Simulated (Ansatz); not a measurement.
Input

```
crystal:
  periodic: [false, false, false]
  atoms:
    - { symbol: "N", position_ang: [-0.721, 1.0461, -0.2513] }
    - { symbol: Si, position_ang: [0.5251, 0.1206, 0.1363] }
    - { symbol: "N", position_ang: [-0.3428, -1.085, 0.9025] }
    - { symbol: O, position_ang: [1.0962, -0.5007, -1.2835] }
    - { symbol: H, position_ang: [-0.4377, 2.0367, -0.4072] }
    - { symbol: H, position_ang: [-1.3652, 1.1382, 0.5602] }
    - { symbol: H, position_ang: [1.5658, 0.7939, 0.9646] }
    - { symbol: H, position_ang: [-0.9757, -1.4134, 0.264] }
    - { symbol: H, position_ang: [0.3283, -1.85, 1.1032] }
    - { symbol: H, position_ang: [0.4102, -0.3376, -1.9859] }
basis:
  gaussian:
    orbitals: "6-31G*"
hamiltonian:
  xc:
    name: SVWN5
output:
  orbitals: {}
```

Run with:

```sh
python energy.py
```

All numbers below come from SCF SVWN5, Gaussian basis (Ansatz 0.2.0).

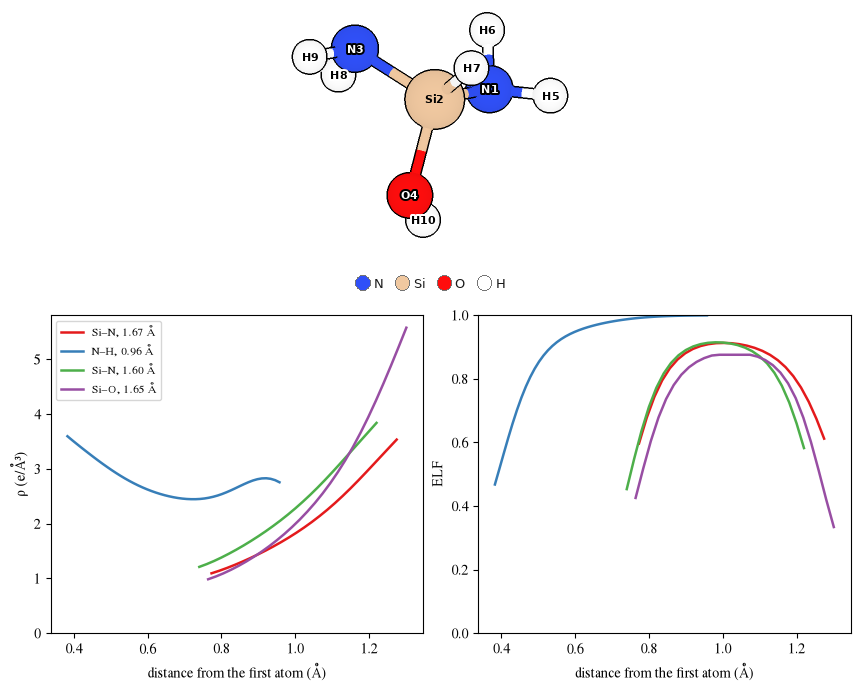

H6N2OSi (SMILES N[SiH](N)O). Total electron density and electron localisation function along straight lines between neighbouring atoms. The curves leave out the atomic cores. The structure is drawn too.

What can be read from the curves?

Answer. Si–N (1.67 Å): ρ at the midpoint is about 1.2 e/Å³; the ELF peaks at about 0.90 between the atoms: a short, strongly polar bond.
N–H (0.96 Å): the density is about 3.1 e/Å³ at the midpoint; the ELF climbs to about 1 towards the hydrogen, as it does in any bond to H: an ordinary covalent bond to hydrogen.
Si–N (1.60 Å): ρ is about 1.4 e/Å³ halfway; the ELF peaks at about 0.90 between the atoms (a short, strongly polar bond).
Si–O (1.65 Å): ρ at the midpoint is about 1.2 e/Å³; the ELF peaks at about 0.90 between the atoms (a shared but strongly polarised pair).
